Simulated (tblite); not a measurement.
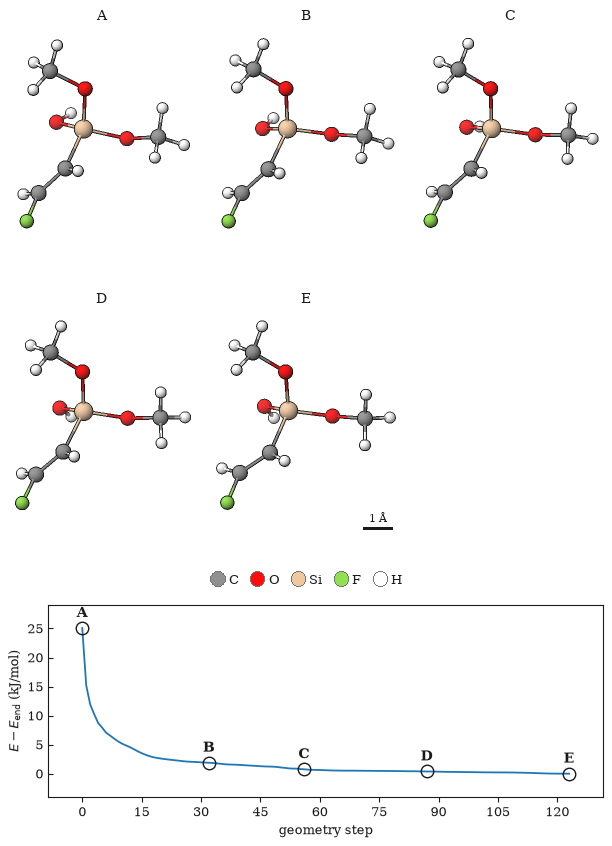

Frames of a relaxation of C$_{4}$H$_{9}$FO$_{3}$Si, marked on the history of the run. A ball-and-stick model, seen face on.

The calculation used tblite 0.8.0, GFN2-xTB geometry optimisation, gas phase. 

What happens along the run?

The largest move after the best rigid fit is that of an H atom, 0.77 Å. Largest moves by element: H 0.77 Å, O 0.23 Å, F 0.16 Å, C 0.15 Å, Si 0.07 Å. Some distances before and after: C–Si 1.827 → 1.891 Å, O–Si 1.665 → 1.620 Å, C–O 1.435 → 1.403 Å, O–Si 1.647 → 1.623 Å. Among the angles between lasting bonds that change: Si–O–C 118.7° → 128.5°, Si–O–H 112.2° → 119.2°, Si–C–H 115.1° → 119.0°. Groups turn about O–Si by about 55°. After 123 geometry steps the energy has fallen by 25.1 kJ/mol. From step 0 to 32: an O atom moves most (0.24 Å), energy −23.2 kJ/mol. From step 32 to 56: an H atom moves most (0.31 Å), energy −1.13 kJ/mol. From step 56 to 87: an H atom moves most (0.24 Å), energy −0.38 kJ/mol. From step 87 to 123: an H atom moves most (0.30 Å), energy −0.37 kJ/mol.
